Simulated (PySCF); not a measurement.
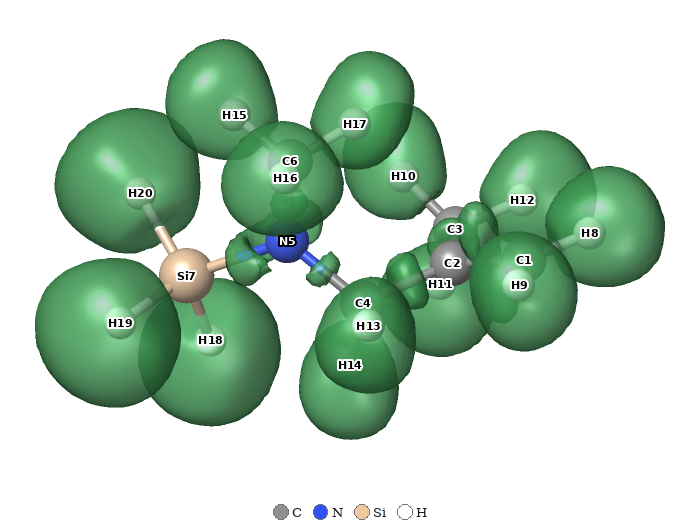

The picture shows: C5H13NSi (SMILES C=C(C)CN(C)[SiH3]). Isosurface of the ELF at 0.85 (green), seen from one side. Core shells and regions of very low density are left out.

Geometry: PBE0-D3(BJ)/def2-SVP.

These are results of PBE0/pcSseg-1, SCF density, gas phase, non-relativistic (PySCF), not measurements.

```xyz
20

C     2.1067    1.0572    0.4785
C     1.2388    0.0976    0.1413
C     1.4718   -0.8620   -0.9838
C    -0.0556   -0.0870    0.9007
N    -1.2220   -0.0597    0.0423
C    -1.4798    1.2177   -0.5786
Si   -2.4655   -1.2642    0.1611
H     3.0584    1.1806   -0.0464
H     1.8948    1.7482    1.3001
H     0.6504   -0.8020   -1.7154
H     1.4793   -1.9015   -0.6134
H     2.4228   -0.6691   -1.4987
H    -0.1212    0.6798    1.6990
H    -0.0201   -1.0673    1.4095
H    -2.3244    1.1421   -1.2802
H    -1.7230    2.0104    0.1578
H    -0.6015    1.5647   -1.1511
H    -1.8063   -2.5725    0.4556
H    -3.4945   -1.0279    1.2327
H    -3.1955   -1.3161   -1.1425
```

**Describe the localisation domains.**

The ELF exceeds this value in three regions between bonded C–C atoms (shared pairs), two regions between bonded C–N atoms (shared pairs), one region between bonded N–Si atoms (shared pairs) and 13 regions around hydrogen nuclei.

Values along the shortest contacts:
C–C (1.34 Å): the ELF peaks at about 0.90 between the atoms: a multiple bond. C–N (1.44 Å): the ELF peaks at about 0.95 between the atoms, as expected for a shared electron pair.
